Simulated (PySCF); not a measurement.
**In₉N₉H₂₆: excited-state calculation**

The run: excited-state calculation of In₉N₉H₂₆. Method and program: TDA PBE0/def2-SVP, vertical, gas phase, core orbitals frozen in the response, virtual orbitals cut by energy (PySCF 2.14.0).

The geometry comes from this level: GFN2-xTB.

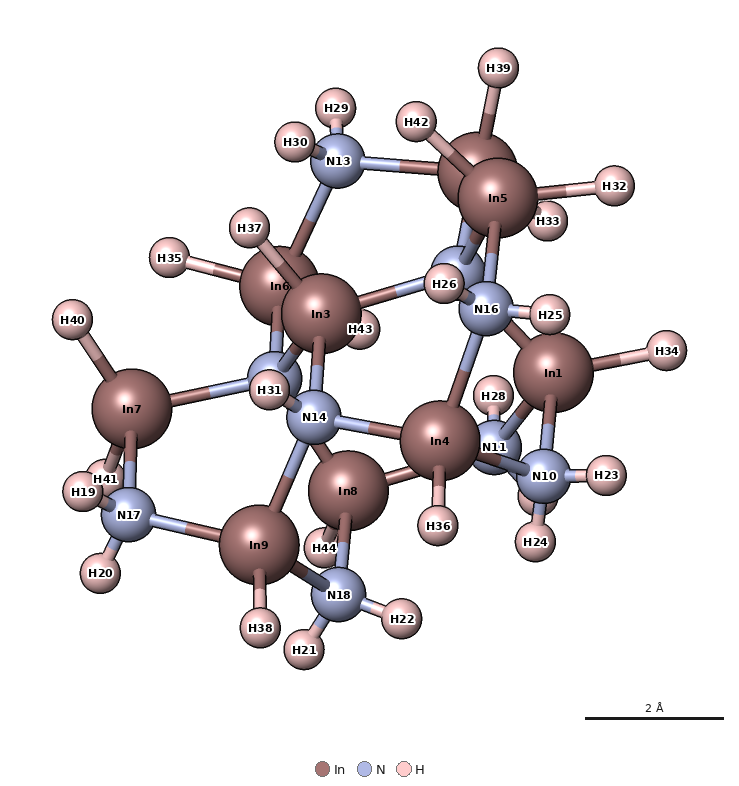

Fig. 1: The structure (ball-and-stick view, seen at a tilt; atoms are numbered from 1 in the order of the input). Sticks mark near contacts. Bond lengths as drawn: H–In 1.69 to 1.73 Å, H–N 1.02 to 1.03 Å and In–N 2.06 to 2.30 Å.

## Results in brief

| quantity | value |
| --- | --- |
| outcome | converged |
| total energy | −2218.839248 hartree |
| HOMO | −6.73 eV |
| LUMO | −1.12 eV |
| dipole moment | 8.94 D |
| mean polarisability | 343.93 a.u. |
| lowest singlet excitation | 4.83 eV |
| hardware | 2 CPU threads, shared host |
| wall time | 4.6 min (CPU time 8.8 min) |
| peak memory | 1.9 GiB |

## Remarks

Spin–orbit coupling is left out, which matters for the heavy atoms.

## The input
```
{"job": {"kind": "uv", "basis": "def2-SVP", "grid": 1, "kgrid": 0, "vcut": 1.5, "nstates": 6, "ntriplets": 2, "tda": true, "delta": [], "pop": true, "xc": "PBE0"}, "charge": 0, "multiplicity": 1}
In    -2.499029    -0.801200    -0.347001
In    -0.827296    -1.691282    -3.048029
In     1.019317    -0.587895    -0.308086
In    -0.641033    -1.608489     2.737478
In    -0.581404    -3.669078    -0.392874
In     1.050368     1.562152    -3.048917
In     2.886958     2.339159    -0.394211
In    -0.555374     2.565388    -0.347375
In     1.073874     1.360716     2.736844
N     -2.486976    -0.808477     1.900682
N     -2.340347     1.351434    -0.830943
N     -0.686550    -1.609476    -0.892908
N      0.963717    -0.556475    -3.653060
N      0.987123    -0.569102     1.892659
N      1.050887     1.399945    -0.893873
N     -0.578756    -3.579021     1.901220
N      2.811527     2.290970     1.899783
N     -0.542306     2.558761     1.900358
H      3.665136     1.836596     2.228189
H      2.873413     3.258399     2.218703
H     -0.381556     3.528231     2.180778
H     -1.451033     2.300988     2.288200
H     -3.246008    -1.432491     2.181465
H     -2.718251     0.107443     2.288313
H     -1.386364    -4.115612     2.219534
H      0.240839    -4.091808     2.230274
H     -3.213713     1.855477    -0.669216
H     -2.242686     1.294932    -1.850153
H      1.088355    -0.628546    -4.664545
H      1.776243    -1.025618    -3.240249
H      1.840616    -1.062313     2.164143
H     -2.123132    -4.344409    -0.642595
H     -2.214484    -0.777060    -3.513802
H     -3.985668    -1.444871    -0.817126
H      2.590960     2.104189    -3.547124
H     -0.748303    -1.509222     4.419383
H      2.463691    -1.421923    -0.695211
H      0.934947     1.404505     4.418720
H     -0.525995    -3.296538    -3.545839
H      4.197885     1.339525    -0.744197
H      2.699911     4.011953    -0.643215
H      0.940102    -4.304113    -0.741641
H     -0.435383     2.306023    -3.514370
H     -0.741422     4.174621    -0.818053
```

The first line tells a small driver script what to run in PySCF; the rest is the geometry in Å.

Launch command:
```bash
OMP_NUM_THREADS=2 python <driver script> task.json out
```

## The program's output
```
start: PBE on a coarse grid of 166549 points
cycle   1  E = -2179.8364403909  dE = -1.582e+02  |g| = 1.148e+01  |ddm| = 4.326e+01
cycle   2  E = -1506.2774022920  dE =  6.736e+02  |g| = 3.276e+01  |ddm| = 2.898e+02
cycle   3  E = -2037.4129634884  dE = -5.311e+02  |g| = 1.978e+01  |ddm| = 2.838e+02
cycle   4  E = -2066.8508113328  dE = -2.944e+01  |g| = 1.551e+01  |ddm| = 6.345e+01
cycle   5  E = -2100.3926570540  dE = -3.354e+01  |g| = 1.321e+01  |ddm| = 4.939e+01
cycle   6  E = -2214.6663402344  dE = -1.143e+02  |g| = 3.425e+00  |ddm| = 2.040e+01
cycle   7  E = -2202.5928439440  dE =  1.207e+01  |g| = 6.319e+00  |ddm| = 1.660e+01
cycle   8  E = -2217.0108540536  dE = -1.442e+01  |g| = 2.171e+00  |ddm| = 1.563e+01
cycle   9  E = -2218.2461185884  dE = -1.235e+00  |g| = 1.403e+00  |ddm| = 4.539e+00
cycle  10  E = -2218.6998288299  dE = -4.537e-01  |g| = 5.597e-01  |ddm| = 1.883e+00
cycle  11  E = -2218.7491578380  dE = -4.933e-02  |g| = 2.906e-01  |ddm| = 8.108e-01
cycle  12  E = -2218.7681225096  dE = -1.896e-02  |g| = 1.597e-01  |ddm| = 4.980e-01
cycle  13  E = -2218.7738303036  dE = -5.708e-03  |g| = 4.281e-02  |ddm| = 1.847e-01
cycle  14  E = -2218.7742261700  dE = -3.959e-04  |g| = 2.274e-02  |ddm| = 6.692e-02
cycle  15  E = -2218.7743348130  dE = -1.086e-04  |g| = 9.121e-03  |ddm| = 3.048e-02
final grid: 166549 points
cycle  16  E = -2218.8384629312  dE = -2.104e-02  |g| = 6.770e-02  |ddm| = 7.203e-01
cycle  17  E = -2218.8383100041  dE =  1.529e-04  |g| = 6.278e-02  |ddm| = 1.843e-01
cycle  18  E = -2218.8389238376  dE = -6.138e-04  |g| = 3.641e-02  |ddm| = 1.074e-01
cycle  19  E = -2218.8392423211  dE = -3.185e-04  |g| = 5.124e-03  |ddm| = 3.648e-02
cycle  20  E = -2218.8392458032  dE = -3.482e-06  |g| = 2.758e-03  |ddm| = 7.575e-03
cycle  21  E = -2218.8392491151  dE = -3.312e-06  |g| = 6.894e-04  |ddm| = 2.979e-03
cycle  22  E = -2218.8392456810  dE =  3.434e-06  |g| = 1.556e-04  |ddm| = 8.317e-04
cycle  23  E = -2218.8392482529  dE = -2.572e-06  |g| = 5.993e-05  |ddm| = 2.221e-04
converged SCF energy = -2218.8392482529

Static polarisability (au): isotropic 343.931, principal 305.605 359.031 367.157

Singlet excitations
state   eV       nm        f      main configurations
  1   4.8250    257.0   0.07199   H->L 0.94
  2   4.9572    250.1   0.02011   H-1->L 0.97
  3   5.1788    239.4   0.13484   H-3->L 0.96
  4   5.2169    237.7   0.00145   H-2->L 0.89
  5   5.3849    230.2   0.02168   H->L+1 0.61, H->L+2 0.23
  6   5.4112    229.1   0.01647   H->L+2 0.58, H->L+1 0.29

Triplet excitations (Tamm-Dancoff, eV): 4.6225 4.7335
```

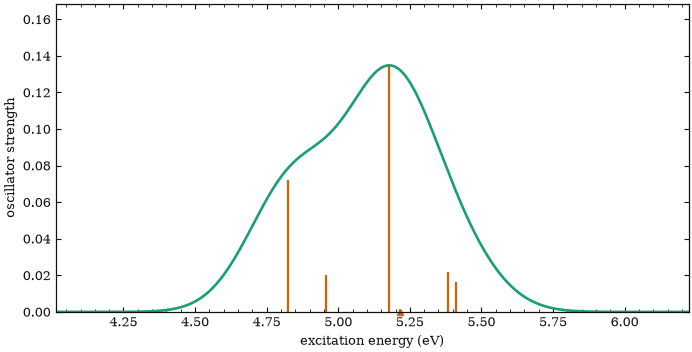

Fig. 2: Computed excitations as sticks (degenerate states added up, dark ones marked on the axis), with a Gaussian envelope of 0.35 eV full width at half maximum, scaled to the tallest. Of the 6 states the lowest lies at 4.83 eV (f = 0.072); the strongest line is at 5.18 eV, or 239 nm (f = 0.135).

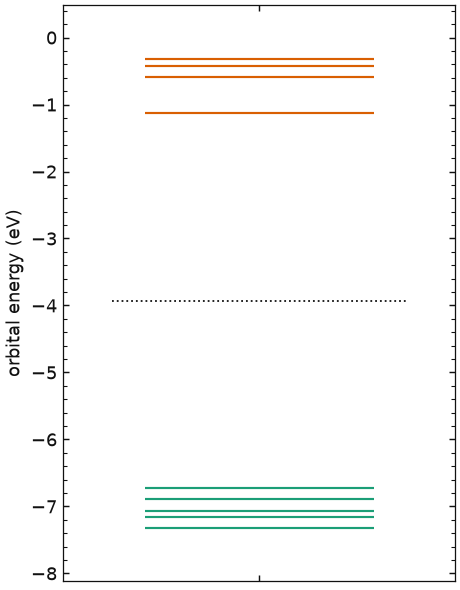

Fig. 3: Orbital energies near the frontier; the dotted line parts filled from empty levels, and levels within 0.02 eV of each other stand side by side. Highest filled −6.73 eV, lowest empty −1.12 eV, 5.61 eV apart.

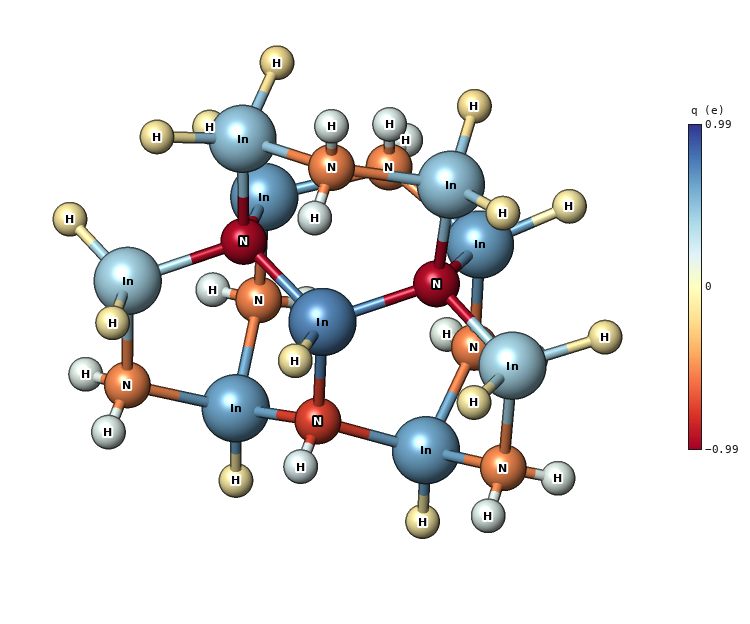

Fig. 4: Mulliken charges, as the colour of each atom (ball-and-stick view, seen at a tilt). By element: In +0.40 to +0.71, N −0.94 to −0.50 and H −0.16 to +0.19 e.
